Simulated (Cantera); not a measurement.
Feed: 1 mol Si, 3.5 mol HCl, 8.4 mol H2, at 0.170 bar.

Method: chemical equilibrium by Gibbs-energy minimisation in Cantera with the NASA 1993 tables (ideal gas, pure condensed phases). Candidate condensed phases: Si; 19 gas species. The tables' values for SiCl3 are old estimates; treat these amounts as uncertain. Kinetics and transport are ignored.

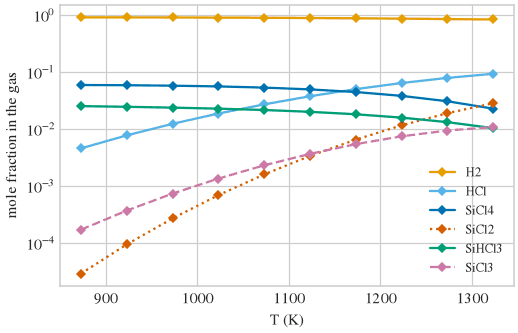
Equilibrium gas composition (values under 1e-9 drawn at 1e-9)

From 873 K to 1323 K the condensed part is Si(s). The main Si-bearing gas is SiCl4 at 873 K and SiCl2 at 1323 K. The share of Si in condensed phases is highest at 1273 K (17.2 %) and lowest at 873 K (6.2 %).
